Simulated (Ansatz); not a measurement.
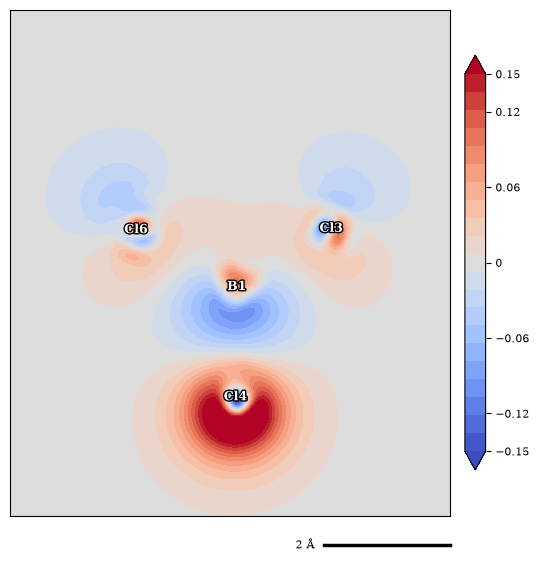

*BCl3···HF. The LUMO on the plane of atoms Cl3, B1 and Cl6 (values in Å⁻³ᐟ²; the overall sign is arbitrary).*

Not at a stationary point (largest force 1.2 eV/Å).

The calculation used Ansatz 0.2.0, RKS BLYP/def2-SVP.

```xyz
6

B     0.3821   -0.7161    0.2690
F    -1.3061    1.2561   -0.5132
Cl   -0.1138   -1.8579   -0.9710
Cl   -0.2293   -0.7985    1.9136
H    -0.4957    1.6818   -0.6022
Cl    1.7627    0.4347   -0.0962
```

> Where does this orbital lie, and at what energy?

It lies mainly on B1 (about 50 %), Cl3 (about 15 %), Cl4 (about 15 %) and Cl6 (about 15 %). Its energy is −2.03 eV.
